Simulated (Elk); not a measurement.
# Bands of Cr (Chromium) in the lowest magnetic state tried

Wanted: the exchange-split electronic structure of Cr (Chromium).

Calculated with Elk 11.2.3 (patched build); PBE; all-electron APW+lo, Dirac cores, scalar-relativistic bands.

### Step 1. The starting structure

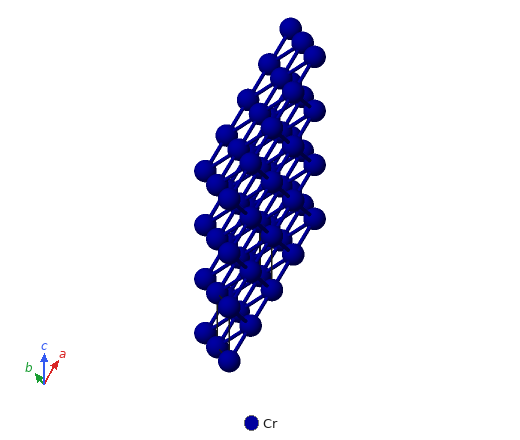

Start, viewed slightly off an axis; chromium blue. 2×2×3 cells are drawn. Some periodic images of atoms are drawn too.

### Step 2. The magnetic state

Bands and densities of states are read from a converged potential, so the magnetic state comes first.

This is the lowest of the starts that converged (antiferro q=(1/2,1/2,1/2) +-). Its cell is doubled, so bands are folded, the special points are those of the doubled cell and densities of states count per doubled cell.

The last three numbers of an atom's line are a seed field in its sphere. It points against the wanted moment and shrinks by the factor reducebf each loop.

The input, elk.in:

```
tasks
  0

xctype
  20

rgkmax
  7.0

nempty
  12

swidth
  0.001837

reducebf
  0.5

epsengy
  1e-05

maxscl
  100

lmaxi
  3

spinpol
  .true.

sppath
  './'

avec
  -5.44978117081 5.44978117081 5.44978117081
  0.00000000000 0.00000000000 5.44978117081
  0.00000000000 5.44978117081 0.00000000000

atoms
  1
  'Cr.in'
  2
  0.0000000000 0.0000000000 0.0000000000   0.000000 0.000000 -0.125000
  0.5000000000 0.0000000000 0.0000000000   0.000000 0.000000 0.125000

ngridk
  8 16 16
```

The run is started by

```sh
OMP_NUM_THREADS=2 elk
```

Numbers of over 12 decimals in the logs are rounded to 6 here.

The log of the run:

```text
┌─────────────────────────┐
│ Elk code version 11.2.3 │
└─────────────────────────┘

All units are atomic (Hartree, Bohr, etc.)

┌─────────────────────────────────────────────────┐
│ Ground-state run starting from atomic densities │
└─────────────────────────────────────────────────┘

Lattice vectors :
  -5.449781171       5.449781171       5.449781171
   0.000000000       0.000000000       5.449781171
   0.000000000       5.449781171       0.000000000

Species : 1 (Cr)
 parameters loaded from : Cr.in
 name : chromium
 nuclear charge    :   -24.00000000
 electronic charge :    24.00000000
 atomic mass :    94783.09202
 muffin-tin radius :    2.334824469
 number of radial points in muffin-tin :    993
 inner part over the whole radius :   0.9938561239E-02
 number on inner part of muffin-tin    :    699
 approximate nuclear radius :   0.6987106690E-04
 number of mesh points to nuclear radius :    329
 atomic positions (lattice), magnetic fields (Cartesian) :
  1 :   0.00000000  0.00000000  0.00000000    0.00000000  0.00000000 -0.12500000
  2 :   0.50000000  0.00000000  0.00000000    0.00000000  0.00000000  0.12500000

Total number of atoms per unit cell :    2
Total muffin-tin volume :    106.6304675
 ratio of muffin-tin to unit cell volume :   0.6587856359

Spin treatment :
 spin-polarised
 global magnetic field (Cartesian) :    0.000000000       0.000000000       0.000000000
 collinear magnetisation in z-direction

Number of Bravais lattice symmetries :   48
Number of crystal symmetries         :   96
Crystal has inversion symmetry
Real symmetric eigensolver will be used

k-point grid :      8    16    16
k-point offset :    0.000000000       0.000000000       0.000000000
k-point set is reduced with full crystal symmetry group
Total number of k-points :       85

Muffin-tin radius times maximum |G+k| :    7.000000000
 using average radius
Maximum |G+k| for APW functions       :    2.998084049
Maximum (1/2)|G+k|²                   :    4.494253983
Maximum |G| for potential and density :    12.00000000
Constant for pseudocharge density :    7
 order of it for each species :   14
 order of it for pair densities of each species (exact exchange by exxq0 0: 14) :   10
Radial integration step length :    1

G-vector grid sizes :     40    21    21
Number of G-vectors :     4729

Maximum angular momentum used for
 APW functions            :    8
 outer part of muffin-tin :    6
 inner part of muffin-tin :    3

Number of empty states         :     24
Total number of valence states :     78
Total number of core states    :     20

Third-order local-orbitals added for an l without core states : T
Total number of local-orbitals :     46

Exchange-correlation functional :     20     0     0
 Perdew-Burke-Ernzerhof, Phys. Rev. Lett. 77, 3865 (1996)
 gradient requirement :    1
 generalised gradient approximation (GGA)

Smearing type :    3
 Fermi-Dirac
Smearing width :   0.1837000000E-02
Effective electronic temperature (K) :    580.0787206

Mixing type :    3
 Broyden mixing, J. Phys. A: Math. Gen. 17, L317 (1984)

Kohn-Sham potential initialised from atomic data

┌──────────────────────────────┐
│ Self-consistent loop started │
└──────────────────────────────┘

┌─────────────────┐
│ Loop number : 1 │
└─────────────────┘

Energies :
 Fermi                       :     0.321904
 sum of occupied eigenvalues :     -1220.8561690919
 electron kinetic            :      2115.8408216189
 core electron kinetic       :      1925.9804654949
 Coulomb                     :     -4121.0842253124
 Coulomb potential           :     -3224.8803093525
 nuclear-nuclear             :     -384.63901597461
 electron-nuclear            :     -4263.5713117025
 Hartree                     :      527.12610236473
 Madelung                    :     -2508.6440706362
 xc potential                :     -111.69982876068
 xc effective B-field        :    -0.76581472012613E-01
 external B-field            :      0.000000
 exchange                    :     -94.516618816021
 correlation                 :     -2.190600
 electron entropic           :    -0.15611174324418E-03
 total energy                :     -2101.9507787992
 (external B-field energy excluded from total)

Density of states at Fermi energy :    13.70181299
 (states/Hartree/unit cell)

Estimated indirect band gap :   0.5495215400E-03
 from k-point 8 to k-point 9
Estimated direct band gap   :   0.1072821370E-01
 at k-point 28

Charges :
 core                        :    20.00000000
 valence                     :    28.00000000
 interstitial                :    2.874256105
 muffin-tins (core leakage)
  species : 1 (Cr)
   atom 1                    :    22.56287195     ( -0.2218855180E-06)
   atom 2                    :    22.56287195     ( -0.2218855180E-06)
 total in muffin-tins        :    45.12574389
 total calculated charge     :    47.99995973
 total charge                :    48.00000000
 error                       :   0.4027164827E-04

Moments :
 interstitial                :  -0.1408915933E-17
 muffin-tins
  species : 1 (Cr)
   atom 1                    :    1.408166839
   atom 2                    :   -1.408166839
 total in muffin-tins        :  -0.4440892099E-15
 total moment                :  -0.4454981258E-15

[... earlier loops left out ...]

┌──────────────────┐
│ Loop number : 20 │
└──────────────────┘

Energies :
 Fermi                       :     0.372001
 sum of occupied eigenvalues :     -1220.8845130114
 electron kinetic            :      2125.8895181643
 core electron kinetic       :      1925.4934204264
 Coulomb                     :     -4130.0611065829
 Coulomb potential           :     -3220.1913705743
 nuclear-nuclear             :     -384.63901597461
 electron-nuclear            :     -4286.4710727579
 Hartree                     :      541.04898214963
 Madelung                    :     -2519.9654212957
 xc potential                :     -126.53054002481
 xc effective B-field        :    -0.52120484299678E-01
 external B-field            :      0.000000
 exchange                    :     -95.417377308226
 correlation                 :     -2.185770
 electron entropic           :    -0.20424416881868E-03
 total energy                :     -2101.7749402634
 (external B-field energy excluded from total)

Density of states at Fermi energy :    17.91835759
 (states/Hartree/unit cell)

Estimated indirect band gap :   0.2134905265E-02
 from k-point 32 to k-point 23
Estimated direct band gap   :   0.1149316130E-01
 at k-point 8

Charges :
 core                        :    20.00000000
 valence                     :    28.00000000
 interstitial                :    2.362652988
 muffin-tins (core leakage)
  species : 1 (Cr)
   atom 1                    :    22.81867351     ( -0.2218886088E-06)
   atom 2                    :    22.81867351     ( -0.2218886088E-06)
 total in muffin-tins        :    45.63734701
 total calculated charge     :    47.99998479
 total charge                :    48.00000000
 error                       :   0.1521288399E-04

Moments :
 interstitial                :  -0.9069438336E-18
 muffin-tins
  species : 1 (Cr)
   atom 1                    :    1.160640733
   atom 2                    :   -1.160640733
 total in muffin-tins        :  -0.4440892099E-15
 total moment                :  -0.4449961537E-15

┌──────────────────────────────┐
│ Self-consistent loop stopped │
└──────────────────────────────┘

Wrote STATE.OUT
```

The job ended after 3 min (2 threads of Arm Neoverse V2, shared host; peak memory 0.13 GiB; 5.9 min of CPU time).

Spin moment in the muffin-tin sphere by atom:

| atom | spin moment in the muffin-tin sphere (μB) |
| --- | --- |
| Cr1 | 1.16 |
| Cr2 | -1.16 |

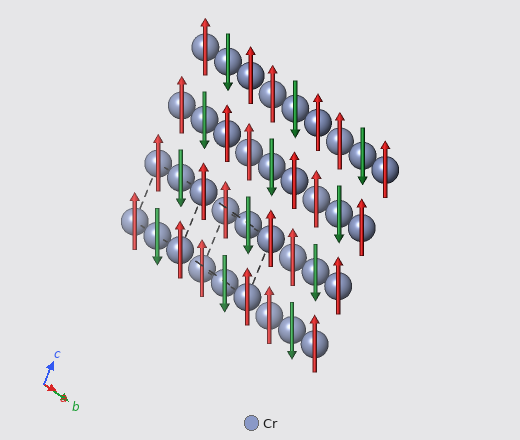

Spin moment in the muffin-tin sphere as arrows, the longest 1.16 μB. Up and down stand for the sign. Arrows give size and sign along the axis of quantisation, drawn up and down the page. The two directions have two colours. 1×2×3 cells are drawn. Some periodic images of atoms are drawn too.

This step gave:

| Quantity | Value |
| --- | --- |
| density of states at the Fermi level | 0.6585 states/eV/cell |
| moment between the spheres | 0 μB |
| magnetization | 0 μB |
| final state | antiferromagnetic |

### Step 3. Bands and density of states

The potential is kept. Point names follow a standard table for this cell's lattice and can differ from other conventions. The density of states is interpolated from the levels on the mesh (so its value at the Fermi level can differ from the smeared one of the ground-state run), and the bands are solved anew along a path of special points.

The input, elk.in:

```
tasks
  10
  20
  15
  33
  73

xctype
  20

rgkmax
  7.0

nempty
  12

swidth
  0.001837

reducebf
  0.5

epsengy
  1e-05

maxscl
  100

lmaxi
  3

spinpol
  .true.

sppath
  './'

avec
  -5.44978117081 5.44978117081 5.44978117081
  0.00000000000 0.00000000000 5.44978117081
  0.00000000000 5.44978117081 0.00000000000

atoms
  1
  'Cr.in'
  2
  0.0000000000 0.0000000000 0.0000000000   0.000000 0.000000 -0.000125
  0.5000000000 0.0000000000 0.0000000000   0.000000 0.000000 0.000125

ngridk
  8 16 16

wplot
  300 60 1
  -0.35000 0.25000

plot1d
  7 84
  0.00000000 0.00000000 0.00000000
  0.50000000 0.00000000 0.50000000
  0.00000000 0.00000000 0.50000000
  0.00000000 0.00000000 0.00000000
  0.50000000 0.50000000 0.50000000
  0.50000000 0.00000000 0.50000000
  0.50000000 0.50000000 0.50000000

plot3d
  0 0 0
  1 0 0
  0 1 0
  0 0 1
  25 15 15
```

The run is started by

```sh
OMP_NUM_THREADS=2 elk
```

The log of the run:

```text
┌─────────────────────────────────┐
│ Elk code version 11.2.3 started │
└─────────────────────────────────┘

Info(readinput): the functional depends on the density's gradient
 muffin-tin radial points multiplied by    2.00000
 (not where nrmtscf is given)

┌───────────────────┐
│ Current task : 10 │
└───────────────────┘
Info(checkmt): changed muffin-tin radius of species 1 (Cr) from   2.4000 to   2.3348

Info(writedos):
 Total density of states written to TDOS.OUT

 Partial density of states written to PDOS_Sss_Aaaaa.OUT
 for all species and atoms

 Spin-quantisation axis :    0.000000000       0.000000000       1.000000000

 Eigenvalues of a random matrix symmetrised with the site
 symmetries in the Yₗₘ basis written to ELMIREP.OUT for all
 species and atoms. Degenerate eigenvalues correspond to
 irreducible representations of each site symmetry group

 Interstitial density of states written to IDOS.OUT

 Fermi energy is at zero in plots

 DOS units are states/Hartree/unit cell

┌───────────────────┐
│ Current task : 20 │
└───────────────────┘

Info(bandstr):
 Band structure plot written to BAND.OUT

 Fermi energy is at zero in plot

 Vertex location lines written to BANDLINES.OUT

┌───────────────────┐
│ Current task : 15 │
└───────────────────┘

Info(writelsj):
 muffin-tin L, S and J expectation values written to LSJ.OUT

┌───────────────────┐
│ Current task : 33 │
└───────────────────┘

Info(rhoplot): 3D density plot written to RHO3D.OUT

┌───────────────────┐
│ Current task : 73 │
└───────────────────┘

Info(vecplot):
 3D magnetisation density written to MAG3D.OUT

┌──────────────────┐
│ Elk code stopped │
└──────────────────┘
```

The job ended after 3.1 min (2 threads; peak memory 0.2 GiB; 5.4 min of CPU time).

Electronic bands along the path, in eV, zero at the Fermi level; # counts the bands kept:

| point | up #5 | up #6 | up #7 | up #8 | down #5 | down #6 | down #7 | down #8 |
| --- | --- | --- | --- | --- | --- | --- | --- | --- |
| Γ | -0.83 | -0.83 | 1.27 | 1.28 | -0.83 | -0.83 | 1.27 | 1.28 |
| X | -0.78 | -0.78 | 0.20 | 0.31 | -0.78 | -0.78 | 0.20 | 0.31 |
| M | 1.03 | 1.03 | 1.10 | 1.11 | 1.03 | 1.03 | 1.10 | 1.11 |
| Γ | -0.83 | -0.83 | 1.27 | 1.28 | -0.83 | -0.83 | 1.27 | 1.28 |
| R | -1.79 | -1.79 | 1.13 | 1.13 | -1.79 | -1.79 | 1.13 | 1.13 |
| X | -0.78 | -0.78 | 0.20 | 0.31 | -0.78 | -0.78 | 0.20 | 0.31 |
| R | -1.79 | -1.79 | 1.13 | 1.13 | -1.79 | -1.79 | 1.13 | 1.13 |

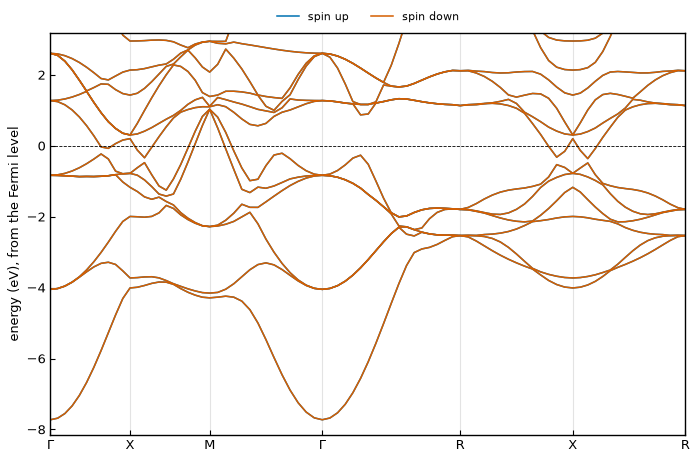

Electronic bands along the path; the two colours are the two spins.

The density of states has structure finer than the step of the table below, so its rows give means over 0.5 eV, whole bins alone (the curve runs from -9.52 to 6.75 eV). Peaks (eV: height): up = down -3.32: 1.81, -2.18: 2.53, -1.20: 2.52, 1.20: 3.79, 1.52: 3.23, 2.07: 2.44; Cr1 d up -3.27: 0.695, -2.18: 1.34, -1.20: 1.20, 1.20: 2.01, 1.52: 1.42; Cr1 d down -3.27: 0.439, -2.18: 0.688, -1.25: 0.722, 1.03: 1.68, 1.52: 1.59, 2.07: 1.81.

The density of states by energy, zero at the Fermi level; means over each step; values in states/eV/cell:

| energy (eV) | up = down | Cr1 d up | Cr1 d down |
| --- | --- | --- | --- |
| -8.0 | 9.7e-6 | 0 | 0 |
| -7.5 | 0.0207 | 0 | 0 |
| -7.0 | 0.0552 | 1.6e-4 | 1.2e-4 |
| -6.5 | 0.0817 | 6.9e-4 | 5.0e-4 |
| -6.0 | 0.109 | 0.00208 | 0.00147 |
| -5.5 | 0.143 | 0.00541 | 0.00374 |
| -5.0 | 0.195 | 0.0139 | 0.00916 |
| -4.5 | 0.333 | 0.0489 | 0.0295 |
| -4.0 | 0.806 | 0.243 | 0.146 |
| -3.5 | 1.37 | 0.500 | 0.319 |
| -3.0 | 1.09 | 0.439 | 0.285 |
| -2.5 | 1.18 | 0.620 | 0.283 |
| -2.0 | 1.87 | 0.974 | 0.534 |
| -1.5 | 2.00 | 0.938 | 0.591 |
| -1.0 | 1.83 | 0.894 | 0.489 |
| -0.5 | 0.747 | 0.420 | 0.138 |
| 0.0 | 0.315 | 0.132 | 0.0926 |
| 0.5 | 0.793 | 0.245 | 0.450 |
| 1.0 | 2.89 | 1.19 | 1.49 |
| 1.5 | 2.45 | 1.06 | 1.22 |
| 2.0 | 1.73 | 0.432 | 1.18 |
| 2.5 | 1.14 | 0.361 | 0.691 |
| 3.0 | 0.370 | 0.115 | 0.196 |
| 3.5 | 0.371 | 0.0872 | 0.181 |
| 4.0 | 0.343 | 0.0785 | 0.145 |
| 4.5 | 0.308 | 0.0691 | 0.115 |
| 5.0 | 0.286 | 0.0622 | 0.0954 |
| 5.5 | 0.256 | 0.0539 | 0.0775 |
| 6.0 | 0.232 | 0.0465 | 0.0640 |

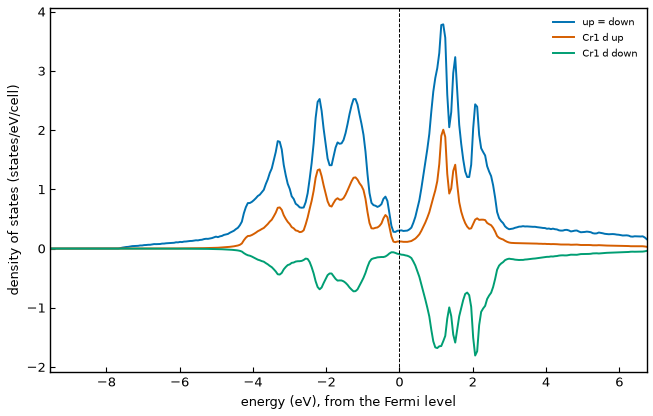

Density of states against energy. Down spins are drawn negative.

### Step 4. What came out

- state: antiferromagnetic
- largest moment: 1.16 μB

What this shows: Right at the Fermi level (the table gives means over its steps) the density of states is 0.30 states/eV a cell for spin up and 0.30 for spin down. Within the window shown, the centres of the Cr1 d states of the two spins lie 0.99 eV apart, a rough measure of the splitting of the spins. The state is the lowest of the starts that converged. These are Kohn–Sham levels without spin–orbit coupling.

[Logs and program files are shortened in this print: banners, set-up blocks, solver, clock and traceback lines can be left out without a mark of their own.]

[Logs are printed without paths, hosts, clocks, repeated set-up lines and the standing remarks that a program may print on its own settings, such as how far it seeks lower states.]

[Hosts, paths, dates, database ids (printed as entryN), source tags and the programs' standing remarks are cut or masked in the printed files.]

[Where a cell is said to come from a database of computed structures, the database is the Materials Project.]
